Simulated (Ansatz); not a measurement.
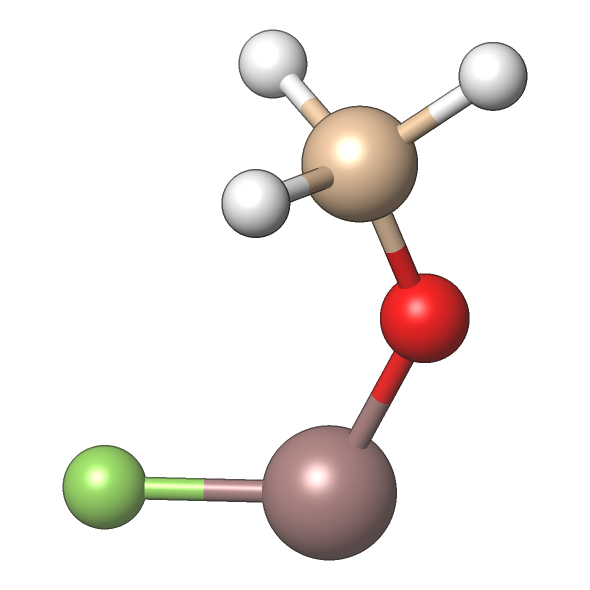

Ball-and-stick drawing of a structure. Colours: fluorine green, indium brown, oxygen red, silicon light orange, hydrogen white.

The species is neutral and a spin doublet. The geometry was computed by an optimisation with PBE0-D4/def2-TZVP.

What does the picture show?

Formula FH₃InOSi. Its SMILES string is `[F][In][O][SiH3]`. Among its groups: Si–H bond, Si–O bond. It is an open-shell species. Coordination: 1 In bent; 1 O bent; 1 Si tetrahedral.

The parts below concern this one geometry. Atoms keep their numbers from picture to picture.

Shape

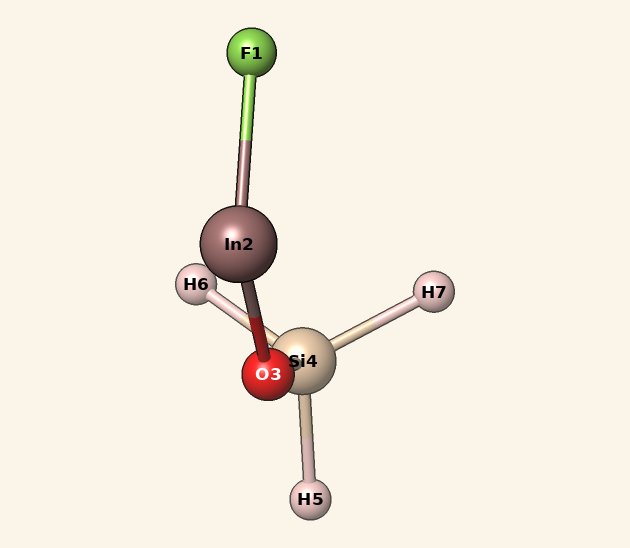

Si4 lies behind O3. The molecule seen a little off the O3–Si4 bond, O3 in front. Atoms fade into the background with distance from the viewer.

> What is the torsion angle In2–O3–Si4–H5? The sign is positive where the front bond must turn clockwise to cover the back bond.

−179°, antiperiplanar (anti).

Electronic properties

Level of theory: UKS BLYP-D4/def2-TZVPP, core potentials on In (Ansatz 0.2.0).

Predict the main results.

- HOMO energy (Kohn–Sham orbital): −6.22 eV
- ⟨S²⟩ of the determinant: 0.751
- dispersion correction: −30.5 kJ/mol

Vibrations

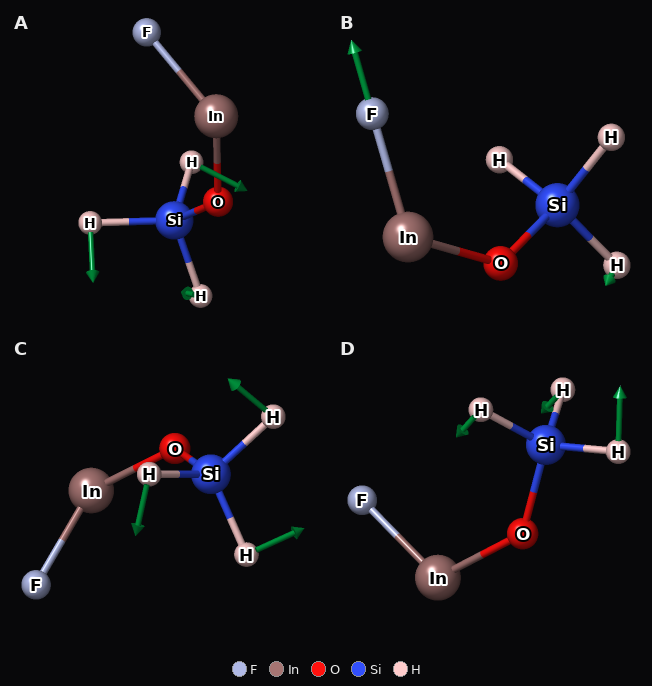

4 normal modes of one molecule or complex, as arrows. Harmonic vibrations computed with UKS PBE0-D4/def2-TZVP, core potentials on In (Ansatz 0.2.0) at a stationary point of the same level.

> Match the panels to the wavenumbers 44 cm⁻¹, 557 cm⁻¹, 716 cm⁻¹, 956 cm⁻¹.

A: 956 cm⁻¹, H–Si–H bending
B: 557 cm⁻¹, In–F stretching
C: 44 cm⁻¹, a torsion or out-of-plane motion in which bond lengths and bond angles hardly change
D: 716 cm⁻¹, H–Si–O bending

Dipole moment

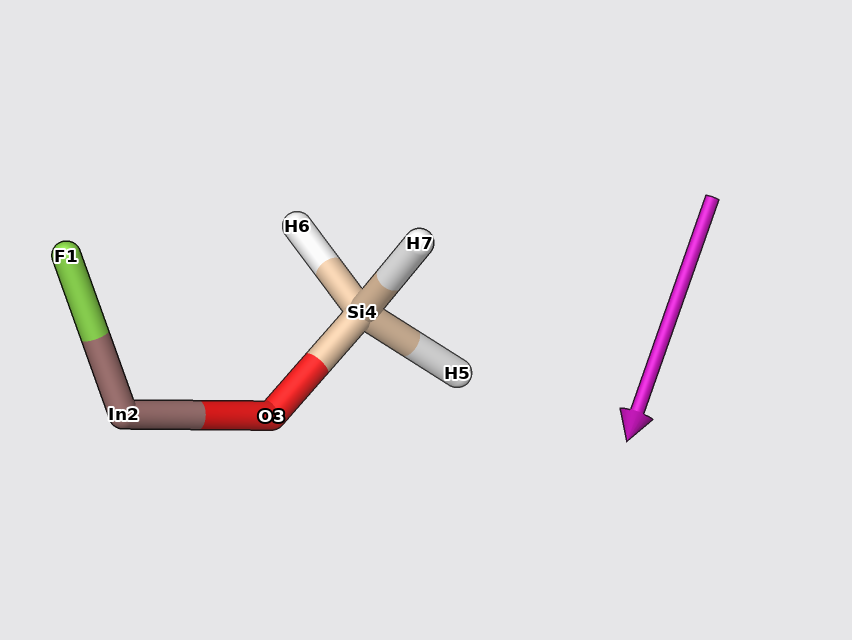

The arrow beside the molecule shows the direction of the dipole moment, from the negative to the positive end (its length means nothing). Properties computed with UKS r2SCAN-D4/def2-TZVPP, core potentials on In (Ansatz 0.2.0).

> How large is the dipole moment?

2.84 D; it points from the side of H6, H7 to the side of In2 (the outermost atoms at the two ends).

Charges

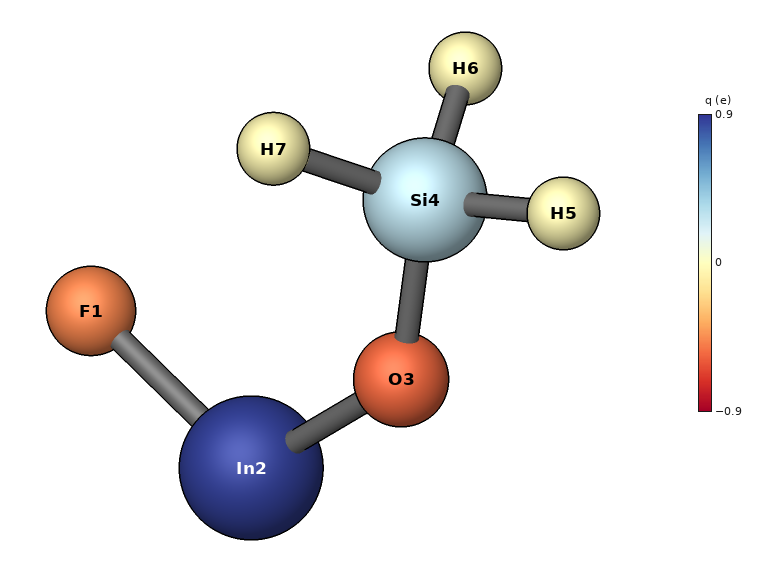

Atoms are coloured by their Mulliken charges. Method: UKS PBE0-D4/def2-TZVP, core potentials on In (Ansatz 0.2.0).

List the Mulliken charges.

```
atom  value (e)
  F1      −0.47
 In2       0.86
  O3      −0.55
 Si4       0.29
  H5      −0.04
  H6      −0.05
  H7      −0.05
```

Mulliken values depend strongly on the basis set and can even reverse the polarity of a bond.
